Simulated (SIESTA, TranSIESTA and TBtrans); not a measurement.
Device: Pd chain with one bond stretched by 0.3 Å. Leads: straight Pd chain, spacing 2.5 Å. Geometry: as built, not relaxed.

Computed with TranSIESTA and TBtrans, PBE, DZP numerical orbitals (energy shift 0.15 eV), PseudoDojo norm-conserving scalar-relativistic potentials, mesh cutoff 200 Ry, 300 K, spin-polarised (collinear), no spin-orbit coupling; self-consistent non-equilibrium Green functions.

Energies count from the leads' Fermi level. Transmissions are for each spin. The energy step is 0.01 eV; narrower resonances are cut or missed.

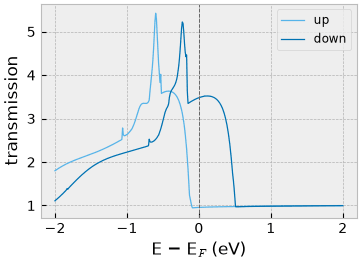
Figure: Transmission against energy

```tsv
E (eV)	T up	T down	lead channels up	down
-2.00	1.80	1.11	3	3
-1.80	1.99	1.42	3	3
-1.60	2.12	1.74	3	3
-1.40	2.25	1.98	3	3
-1.20	2.40	2.13	3	3
-1.00	2.63	2.23	band edge	3
-0.80	3.33	2.32	band edge	3
-0.60	5.42	2.52	band edge	band edge
-0.40	3.63	3.56	4	band edge
-0.20	2.80	4.75	4	band edge
0.00	0.96	3.48	1	4
0.20	0.97	3.49	1	4
0.40	0.97	2.77	1	4
0.60	0.98	0.97	1	1
0.80	0.98	0.98	1	1
1.00	0.99	0.98	1	1
1.20	0.99	0.99	1	1
1.40	0.99	0.99	1	1
1.60	1.00	0.99	1	1
1.80	1.00	0.99	1	1
2.00	1.00	1.00	1	1
```

The magnetic order of the leads was set by the start, and no other order was tried; the separate lead runs end at 0.76 (left) and 0.76 (right) μB an atom. The straight chain is held at its spacing; free chains may zigzag or dimerise.
